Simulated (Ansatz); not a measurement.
**InH2(CCH) (C2H3In): the relaxed shape and its frontier levels**

Aim: characterise InH2(CCH) (C2H3In) as a singlet: its structure, frontier levels and distribution of charge.

The runs use Ansatz 0.2.0, Gaussian basis; RKS PBE0-D4/def2-TZVP.

Levels to be run: relaxation at PBE-D4/def2-TZVP; a search for the lowest solution at PBE0-D4/def2-SVP; a single point at PBE0-D4/def2-TZVP.

1 further run of the same task is left out (it didn't finish). Runs told in other sessions of the task aren't counted.

**1. Where the work starts**

6 atoms, charge 0, spin multiplicity 1.

Atoms are counted from 1 here; the program's logs count them from 0.

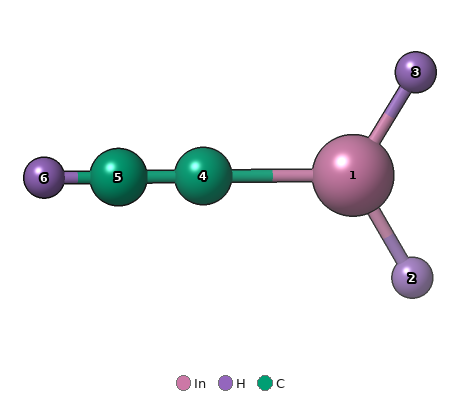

As it starts; indium pink, hydrogen purple, carbon teal; atoms are numbered from 1 in the order of the file.

Geometry (Å):

| atom | x (Å) | y (Å) | z (Å) |
| --- | --- | --- | --- |
| In1 | 0.6776 | 1.1737 | 0.0028 |
| H2 | 2.3979 | 1.1768 | 0.0299 |
| H3 | -0.1669 | 2.6732 | -0.0427 |
| C4 | -0.3962 | -0.6704 | 0.0073 |
| C5 | -0.9924 | -1.7189 | 0.0039 |
| H6 | -1.5201 | -2.6345 | -0.0014 |

In takes a core potential in the def2 sets. No spin-orbit coupling is included.

The start is a GFN2-xTB geometry.

**2. Optimising with PBE-D4/def2-TZVP**

Input file in.yaml:

```yaml
crystal:
  periodic: [false, false, false]
  atoms:
    - {symbol: In, position_ang: [0.677600, 1.173720, 0.002810]}
    - {symbol: H, position_ang: [2.397900, 1.176830, 0.029930]}
    - {symbol: H, position_ang: [-0.166880, 2.673240, -0.042650]}
    - {symbol: C, position_ang: [-0.396190, -0.670400, 0.007340]}
    - {symbol: C, position_ang: [-0.992380, -1.718940, 0.003930]}
    - {symbol: H, position_ang: [-1.520060, -2.634450, -0.001350]}
basis:
  gaussian: {orbitals: def2-TZVP}
hamiltonian: {xc: pbe, dispersion: d4}
scf: {lower_state_search: "off"}
output: {orbitals: {seedname: orbitals}}
relax: {f_tol: 0.02, max_steps: 100}
```

Started as:

```console
> ansatz run in.yaml --threads 4 --pin off --events-out ev --progress --plain --max-ram 3916MiB
```

After this run come: Searching for the lowest solution, PBE0-D4/def2-SVP; Single point, PBE0-D4/def2-TZVP.

**Question.** What will the summary of the whole plan be? Wanted: point group; C–C bond; HOMO, LUMO at PBE0-D4/def2-TZVP; dipole at PBE-D4/def2-TZVP.

As calculated:

| quantity | value |
| --- | --- |
| point group | C2v |
| C–C bond | 1.222 Å |
| HOMO, LUMO at PBE0-D4/def2-TZVP | -7.72, -2.01 eV |
| dipole at PBE-D4/def2-TZVP | 0.29 D |

In words: The molecule keeps its bonding pattern by the stored test; the atoms moved 0.06 Å (rms). No usable vibrations, so a minimum isn't proven. The HOMO lies nearest to C4, C5 about 37 % each; H2, H3 about 10 % each and the LUMO to In1 50 %; H2, H3 about 15 % each.
